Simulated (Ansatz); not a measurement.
# Fields on a plane of NaH (rock salt)

```yaml
crystal:
  lattice:
    - [0.00000, 2.39576, 2.39576]
    - [2.39576, 0.00000, 2.39576]
    - [2.39576, 2.39576, 0.00000]
  atoms:
    - { symbol: Na, position: [0.00000, 0.00000, 0.00000] }
    - { symbol: H, position: [0.50000, 0.50000, 0.50000] }
```

The slice is a {100} plane (indices of the conventional cell) through the point (0.000, 0.000, 0.000) (fractional), spanned by u = [100] and v = [0 1 -1] in vectors of this cell: u (3.39 Å) and v (3.39 Å, at 90° to u). It covers one period; positions are fractions (u, v).

Atoms on it: Na at (0.00, 0.00); H at (0.50, 0.50).

Method: PBEsol (plane waves to 420 eV, PAW, scalar-relativistic; Ansatz, a program for electronic structure). k mesh 12×12×12. Near the nuclei the fields are pseudised (PAW); where an atom keeps semicore shells as valence, they peak there. NaH was relaxed with its symmetry unable to fall.

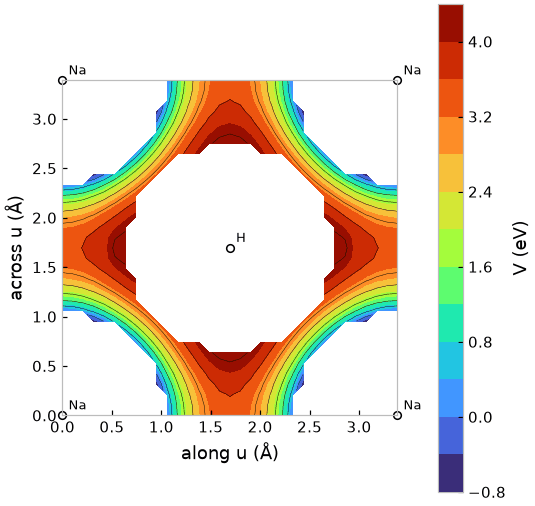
Electrostatic potential energy of an electron, from the cell's mean, in eV, one period of the plane, atoms marked. Points within 1 Å of a nucleus are left white, as the pseudised field means little there. The zero, the cell's mean, hangs on the PAW cores.

| v \ u | 0.00 | 0.12 | 0.25 | 0.38 | 0.50 | 0.62 | 0.75 | 0.88 |
|---|---|---|---|---|---|---|---|---|
| 0.88 | 0.9 | 0.3 | -0.8 | -1.3 | -1.2 | -1.3 | -0.8 | 0.3 |
| 0.75 | -0.6 | -0.8 | -1.1 | -0.9 | -0.8 | -0.9 | -1.1 | -0.8 |
| 0.62 | -1.4 | -1.3 | -0.9 | -0.5 | -0.2 | -0.5 | -0.9 | -1.3 |
| 0.50 | -1.5 | -1.2 | -0.8 | -0.2 | 0.2 | -0.2 | -0.8 | -1.2 |
| 0.38 | -1.4 | -1.3 | -0.9 | -0.5 | -0.2 | -0.5 | -0.9 | -1.3 |
| 0.25 | -0.6 | -0.8 | -1.1 | -0.9 | -0.8 | -0.9 | -1.1 | -0.8 |
| 0.12 | 0.9 | 0.3 | -0.8 | -1.3 | -1.2 | -1.3 | -0.8 | 0.3 |
| 0.00 | 1.3 | 0.9 | -0.6 | -1.4 | -1.5 | -1.4 | -0.6 | 0.9 |

Values: log₁₀ of the valence density in e/Å³. The scale is logarithmic, as a density can span decades between atoms and voids.

| Quantity | Result |
|---|---|
| Density on the Na–H line (2.40 Å) at its density minimum, 1.1 Å from Na | 0.08 e/Å³ |
| ELF at that point | 0.0 |
| Character of the Na–H contact (rough rule: ELF there above 0.7 covalent, below 0.2 ionic, polar between) | closed-shell (ionic) |
